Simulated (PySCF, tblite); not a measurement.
# C34H18F20: electronic excitations, NMR shifts, part 2 of 2

tblite 0.8.0 and PySCF 2.14.0. Atoms count from 0. The steps go on from the part before.

## (4) NMR shifts: GIAO KT3/pcSseg-1

The job: settings as JSON, then the geometry in Å.

```
{"job": {"kind": "nmr", "xc": "KT3", "basis": "pcSseg-1", "pop": false}, "charge": 0, "multiplicity": 1}
C      2.745063    -4.886905    -0.544272
C      3.200722    -3.909958     0.532254
C      2.812160    -2.451061     0.221182
C      1.292364    -2.244211     0.293300
C      0.862779    -0.769255     0.194280
C     -0.672843    -0.688975     0.176080
C     -1.221890     0.735714    -0.008780
C     -2.766690     0.732542     0.031055
C     -3.406173     0.890373    -1.359540
C     -3.075931    -0.264828    -2.307897
C     -4.904506     1.027447    -1.204187
C     -5.699328     0.010261    -0.681594
F     -5.142410    -1.140096    -0.284859
C     -7.077819     0.139537    -0.549768
F     -7.796253    -0.863700    -0.044399
C     -7.704852     1.316499    -0.945016
F     -9.023731     1.449477    -0.822814
C     -6.937092     2.353032    -1.464561
F     -7.519090     3.490740    -1.843849
C     -5.559890     2.195139    -1.584954
F     -4.849685     3.213059    -2.085010
C     -0.667564     1.671672     1.038652
C     -0.915990     1.494173     2.397595
F     -1.682421     0.474750     2.802097
C     -0.400674     2.354069     3.361367
F     -0.665384     2.148038     4.650838
C      0.389941     3.432722     2.974971
F      0.891515     4.256605     3.890655
C      0.641355     3.645438     1.622983
F      1.383128     4.679157     1.234195
C      0.107424     2.770652     0.682572
F      0.356241     3.000374    -0.616246
C      1.481938    -0.104404    -1.010226
C      1.215228    -0.510928    -2.314364
F      0.360050    -1.518416    -2.538336
C      1.804648     0.100212    -3.414930
F      1.508951    -0.320708    -4.644807
C      2.701724     1.147211    -3.230334
F      3.272969     1.730429    -4.278972
C      2.988631     1.577805    -1.938542
F      3.838629     2.578479    -1.739580
C      2.376525     0.950045    -0.860067
F      2.662718     1.388929     0.380289
C      3.564748    -1.537411     1.158425
C      3.303484    -1.475992     2.524552
F      2.325704    -2.221985     3.054124
C      4.026185    -0.653026     3.381301
F      3.728917    -0.621259     4.680870
C      5.057507     0.135151     2.881649
F      5.758843     0.917941     3.697119
C      5.349751     0.088983     1.522281
F      6.334531     0.832785     1.023688
C      4.604264    -0.738875     0.690011
F      4.895762    -0.749693    -0.620636
H      3.110291    -4.578349    -1.520863
H      3.141852    -5.876120    -0.331453
H      1.662284    -4.960580    -0.585679
H      2.779141    -4.198959     1.495464
H      4.288988    -3.960840     0.612544
H      3.145825    -2.227189    -0.796429
H      0.836409    -2.806116    -0.520186
H      0.909379    -2.646502     1.230174
H      1.221522    -0.240807     1.082905
H     -1.064008    -1.311478    -0.626474
H     -1.037392    -1.097523     1.118170
H     -0.896548     1.113244    -0.981780
H     -3.111403    -0.190748     0.494573
H     -3.114020     1.562165     0.650640
H     -3.033403     1.817697    -1.804851
H     -2.019024    -0.261995    -2.554912
H     -3.330112    -1.221921    -1.863069
H     -3.632195    -0.155814    -3.235745
```

With the program's defaults for keys left out, this is: GIAO KT3/pcSseg-1 NMR shielding, non-relativistic, gas phase.

Standard output:

```text
start: PBE on a coarse grid of 64634 points
cycle   1  E = -3298.2717024508  dE =  9.064e+00  |g| = 1.801e+00  |ddm| = 9.319e+00
cycle   2  E = -3296.5483450706  dE =  1.723e+00  |g| = 3.616e+00  |ddm| = 5.752e+00
cycle   3  E = -3298.7714631013  dE = -2.223e+00  |g| = 4.986e-01  |ddm| = 4.058e+00
cycle   4  E = -3298.8195196212  dE = -4.806e-02  |g| = 2.027e-01  |ddm| = 6.558e-01
cycle   5  E = -3298.8282283834  dE = -8.709e-03  |g| = 9.282e-02  |ddm| = 2.930e-01
cycle   6  E = -3298.8301874381  dE = -1.959e-03  |g| = 3.546e-02  |ddm| = 1.404e-01
cycle   7  E = -3298.8305079778  dE = -3.205e-04  |g| = 8.111e-03  |ddm| = 4.840e-02
final grid: 614738 points
cycle   8  E = -3347.6369021755  dE = -6.674e-02  |g| = 7.756e-01  |ddm| = 1.221e+00
cycle   9  E = -3347.3160713377  dE =  3.208e-01  |g| = 1.606e+00  |ddm| = 2.433e+00
cycle  10  E = -3347.7166299431  dE = -4.006e-01  |g| = 1.480e-01  |ddm| = 1.816e+00
cycle  11  E = -3347.7210768977  dE = -4.447e-03  |g| = 6.466e-02  |ddm| = 2.597e-01
cycle  12  E = -3347.7221907621  dE = -1.114e-03  |g| = 1.269e-02  |ddm| = 8.877e-02
cycle  13  E = -3347.7222273509  dE = -3.659e-05  |g| = 5.826e-03  |ddm| = 2.404e-02
cycle  14  E = -3347.7222340157  dE = -6.665e-06  |g| = 1.348e-03  |ddm| = 8.336e-03
cycle  15  E = -3347.7222345466  dE = -5.309e-07  |g| = 5.995e-04  |ddm| = 2.122e-03
cycle  16  E = -3347.7222371406  dE = -2.594e-06  |g| = 1.758e-04  |ddm| = 8.427e-04
cycle  17  E = -3347.7222366617  dE =  4.790e-07  |g| = 7.370e-05  |ddm| = 3.154e-04
converged SCF energy = -3347.7222366617

GIAO shielding tensors (ppm)
atom      isotropic    diamagn.    paramagn.     s11        s22        s33       span
  0 C      168.769     244.824     -76.055    153.518    167.811    184.978     31.461
  1 C      149.818     246.326     -96.509    133.036    147.162    169.255     36.219
  2 C      142.982     251.334    -108.352    125.203    141.310    162.431     37.228
  3 C      145.432     258.743    -113.312    123.535    146.642    166.118     42.583
  4 C      145.626     261.166    -115.540    125.705    146.727    164.446     38.741
  5 C      140.450     262.641    -122.191    113.342    138.155    169.852     56.510
  6 C      146.511     259.398    -112.887    130.921    140.646    167.966     37.045
  7 C      138.833     259.697    -120.864    118.003    133.165    165.330     47.327
  8 C      147.020     263.500    -116.480    129.498    147.561    164.002     34.504
  9 C      164.860     256.010     -91.150    154.603    159.621    180.356     25.753
 10 C       68.427     273.842    -205.415     18.611     35.087    151.583    132.972
 11 C       39.059     232.868    -193.809     -2.357     34.111     85.423     87.780
 12 F      309.277     479.880    -170.603    249.367    254.844    423.620    174.253
 13 C       45.818     262.003    -216.185     18.512     23.739     95.202     76.690
 14 F      331.513     469.793    -138.281    272.774    281.139    440.624    167.850
 15 C       44.011     275.534    -231.524     17.803     18.913     95.317     77.514
 16 F      327.074     467.333    -140.259    264.822    266.954    449.447    184.625
 17 C       46.306     267.671    -221.365     20.222     24.253     94.443     74.222
 18 F      330.738     468.356    -137.618    273.771    278.932    439.511    165.739
 19 C       42.274     238.006    -195.733      1.374     34.583     90.863     89.489
 20 F      309.920     479.505    -169.585    246.906    273.071    409.782    162.876
 21 C       68.755     281.939    -213.184     20.905     30.646    154.714    133.809
 22 C       39.609     252.320    -212.711     -2.518     33.432     87.913     90.431
 23 F      307.320     486.516    -179.196    247.899    252.826    421.233    173.333
 24 C       45.674     266.452    -220.779     17.322     23.089     96.609     79.287
 25 F      330.205     476.203    -145.998    270.483    278.339    441.794    171.310
 26 C       43.989     271.968    -227.980     16.474     18.787     96.704     80.230
 27 F      325.863     475.798    -149.935    262.585    263.953    451.050    188.465
 28 C       46.177     265.415    -219.238     19.884     21.964     96.683     76.799
 29 F      329.001     477.321    -148.320    269.472    275.458    442.072    172.600
 30 C       41.446     254.711    -213.266     -3.865     33.718     94.484     98.349
 31 F      305.843     487.649    -181.806    239.807    266.460    411.263    171.456
 32 C       72.920     284.377    -211.457     28.799     32.325    157.637    128.837
 33 C       39.144     252.828    -213.684     -4.439     35.960     85.911     90.350
 34 F      311.312     486.078    -174.766    246.521    257.483    429.932    183.411
 35 C       45.743     266.325    -220.582     18.366     22.940     95.923     77.557
 36 F      329.738     475.738    -146.000    269.767    278.722    440.726    170.959
 37 C       43.769     272.426    -228.658     16.398     19.081     95.827     79.428
 38 F      324.695     475.827    -151.132    261.265    262.282    450.537    189.272
 39 C       45.200     266.154    -220.953     18.149     20.854     96.598     78.449
 40 F      325.720     477.935    -152.215    263.626    270.800    442.732    179.107
 41 C       39.508     259.519    -220.011    -10.467     33.593     95.398    105.866
 42 F      299.060     492.111    -193.050    227.957    257.925    411.299    183.342
 43 C       69.947     274.580    -204.633     22.509     30.146    157.186    134.677
 44 C       39.122     245.002    -205.880     -3.783     33.583     87.565     91.348
 45 F      311.572     482.321    -170.749    250.678    256.974    427.065    176.387
 46 C       46.045     261.762    -215.717     18.717     22.252     97.166     78.449
 47 F      331.290     474.172    -142.882    272.277    279.723    441.868    169.591
 48 C       44.084     268.484    -224.400     17.041     18.277     96.932     79.891
 49 F      326.343     472.670    -146.327    263.436    264.956    450.637    187.201
 50 C       45.725     262.740    -217.015     18.789     21.632     96.754     77.966
 51 F      329.102     472.187    -143.084    269.841    275.733    441.733    171.892
 52 C       40.797     248.880    -208.083     -4.782     32.671     94.502     99.285
 53 F      307.517     481.927    -174.410    241.070    268.487    412.993    171.923
 54 H       31.043      29.449       1.594     26.402     30.395     36.332      9.930
 55 H       30.508      22.068       8.440     25.319     27.082     39.121     13.802
 56 H       30.519      32.652      -2.133     25.429     31.106     35.021      9.592
 57 H       29.810      31.243      -1.433     23.900     31.945     33.585      9.685
 58 H       30.251      27.595       2.656     24.167     30.882     35.705     11.538
 59 H       29.268      40.136     -10.868     27.257     29.150     31.397      4.140
 60 H       29.123      42.940     -13.817     23.852     31.466     32.051      8.198
 61 H       29.522      42.266     -12.745     26.260     29.410     32.895      6.636
 62 H       29.292      49.199     -19.906     25.233     29.961     32.682      7.449
 63 H       29.047      46.417     -17.370     24.595     29.894     32.651      8.055
 64 H       29.234      45.569     -16.335     25.611     29.394     32.697      7.086
 65 H       29.159      48.149     -18.990     26.274     28.308     32.896      6.622
 66 H       29.121      42.163     -13.042     22.645     28.889     35.829     13.184
 67 H       30.003      43.214     -13.211     23.150     31.094     35.765     12.615
 68 H       28.605      41.233     -12.628     22.764     29.220     33.831     11.067
 69 H       30.189      41.898     -11.709     23.543     29.219     37.806     14.263
 70 H       30.112      37.603      -7.491     26.524     30.420     33.392      6.868
 71 H       30.606      34.247      -3.641     25.617     29.559     36.641     11.024
```

Run time: 2.7 min. Hardware: 4 threads of Arm Neoverse N1, shared host; peak memory 2.7 GiB.

The references, computed at this level on geometries of the same kind, shield at (ppm): 1H TMS 31.76, 13C TMS 184.7, 19F CFCl3 142.4. Their shielding less the atom's gives the shift. The references are single molecules in the gas phase, so shifts against H2O, NH3, PH3, H3PO4 or CFCl3 are not on the usual liquid scales and can be off by tens of ppm. Atoms listed in one row are averaged.

```csv
atoms,environment,σ (ppm),δ (ppm)
"C33, C41",aromatic carbon bearing fluorine,39.3,145.4
"C44, C52",aromatic carbon bearing fluorine,40.0,144.8
"C22, C30",aromatic carbon bearing fluorine,40.5,144.2
"C11, C19",aromatic carbon bearing fluorine,40.7,144.1
C37,aromatic carbon bearing fluorine,43.8,141.0
C26,aromatic carbon bearing fluorine,44.0,140.7
C15,aromatic carbon bearing fluorine,44.0,140.7
C48,aromatic carbon bearing fluorine,44.1,140.6
"C35, C39",aromatic carbon bearing fluorine,45.5,139.3
"C46, C50",aromatic carbon bearing fluorine,45.9,138.8
"C24, C28",aromatic carbon bearing fluorine,45.9,138.8
"C13, C17",aromatic carbon bearing fluorine,46.1,138.7
C10,substituted aromatic carbon,68.4,116.3
C21,substituted aromatic carbon,68.8,116.0
C43,substituted aromatic carbon,69.9,114.8
C32,substituted aromatic carbon,72.9,111.8
C7,sp3 CH2,138.8,45.9
C5,sp3 CH2,140.4,44.3
C2,sp3 CH on an aromatic ring,143.0,41.7
C3,sp3 CH2,145.4,39.3
C4,sp3 CH on an aromatic ring,145.6,39.1
C6,sp3 CH on an aromatic ring,146.5,38.2
C8,sp3 CH on an aromatic ring,147.0,37.7
C1,sp3 CH2,149.8,34.9
C9,methyl carbon,164.9,19.9
C0,methyl carbon,168.8,16.0
H68,hydrogen on an sp3 CH on an aromatic ring,28.61,3.16
H63,hydrogen on an sp3 CH2,29.05,2.71
H66,hydrogen on an sp3 CH2,29.12,2.64
H60,hydrogen on an sp3 CH2,29.12,2.64
H65,hydrogen on an sp3 CH on an aromatic ring,29.16,2.60
H64,hydrogen on an sp3 CH2,29.23,2.53
H59,hydrogen on an sp3 CH on an aromatic ring,29.27,2.49
H62,hydrogen on an sp3 CH on an aromatic ring,29.29,2.47
H61,hydrogen on an sp3 CH2,29.52,2.24
H57,hydrogen on an sp3 CH2,29.81,1.95
H67,hydrogen on an sp3 CH2,30.00,1.76
H58,hydrogen on an sp3 CH2,30.25,1.51
"H69, H70, H71",hydrogen on a methyl carbon,30.30,1.46
"H54, H55, H56",hydrogen on a methyl carbon,30.69,1.07
```

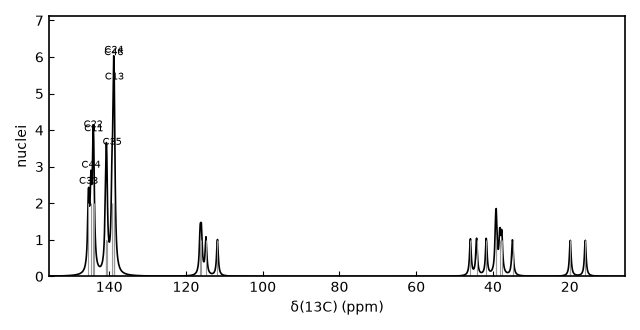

13C lines at the computed shifts, without couplings. Lines are broadened to a width of 0.52 ppm (Lorentzian).

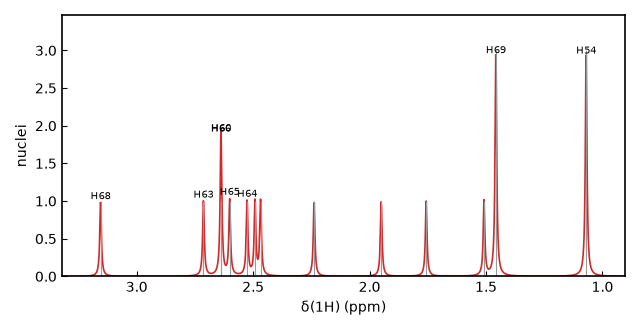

1H lines at the computed shifts, without couplings. Lines are broadened to a width of 0.01 ppm (Lorentzian).

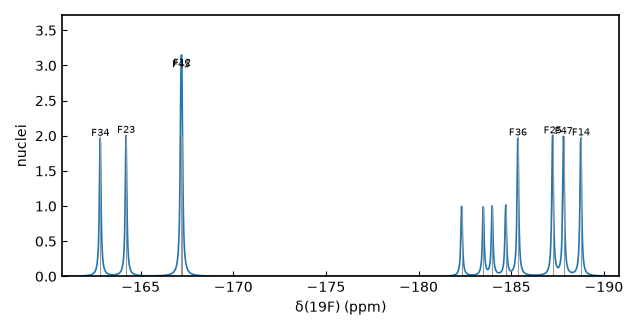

19F lines at the computed shifts, without couplings. Lines are broadened to a width of 0.10 ppm (Lorentzian).

Ring of atoms C10, C11, C13, C15, C17, C19: NICS(0) -15.9, NICS(1) -11.5, NICS(1)zz -21.9 ppm (means of both faces).

Ring of atoms C21, C22, C24, C26, C28, C30: NICS(0) -16.0, NICS(1) -11.4, NICS(1)zz -24.1 ppm (means of both faces).

Ring of atoms C32, C33, C35, C37, C39, C41: NICS(0) -15.7, NICS(1) -11.0, NICS(1)zz -23.3 ppm (means of both faces).

## (5) Results

This closing draws on all 2 parts.

| quantity | value |
| --- | --- |
| lowest singlet (PBE0/6-31G*) | 5.37 eV (231 nm), f = 0.004 |
| brightest single state of those computed | state 4, 5.42 eV, f = 0.004 |
| lowest triplet | 4.06 eV |
| surface potential, least and greatest | -0.38 V and 0.99 V |
| 13C shifts against TMS (KT3/pcSseg-1, means over atoms taken as alike) | 145.4, 144.8, 144.2, 144.1, 141.0, 140.7, 140.7, 140.6, 139.3, 138.8, 138.8, 138.7, 116.3, 116.0 ppm and more |
| 1H shifts against TMS (KT3/pcSseg-1, means over atoms taken as alike) | 3.16, 2.71, 2.64, 2.64, 2.60, 2.53, 2.49, 2.47, 2.24, 1.95, 1.76, 1.51, 1.46, 1.07 ppm |
| 19F shifts against CFCl3 (KT3/pcSseg-1, means over atoms taken as alike) | -162.8, -164.2, -167.2, -167.2, -182.3, -183.5, -184.0, -184.7, -185.4, -187.2, -187.8, -188.8 ppm |

In words: The lowest singlet, at 5.37 eV, is HOMO→LUMO 0.23, HOMO−6→LUMO+4 0.12 and is weak; of the 6 states computed, the strongest absorption comes from states 1 to 3 together at 5.37 eV. The lowest triplet lies 1.31 eV below the lowest singlet. At PBE0/6-31G*, counted by nearest atom on the grid, the HOMO lies on 4 C atoms about 9 % each, the LUMO on C32, C33, C37 about 13 % each; C39 10 %. NICS(1)zz of -22 ppm above the planar ring from C10 marks a diatropic (aromatic) ring current. NICS(1)zz of -24 ppm above the planar ring from C21 marks a diatropic (aromatic) ring current. NICS(1)zz of -23 ppm above the planar ring from C32 marks a diatropic (aromatic) ring current.
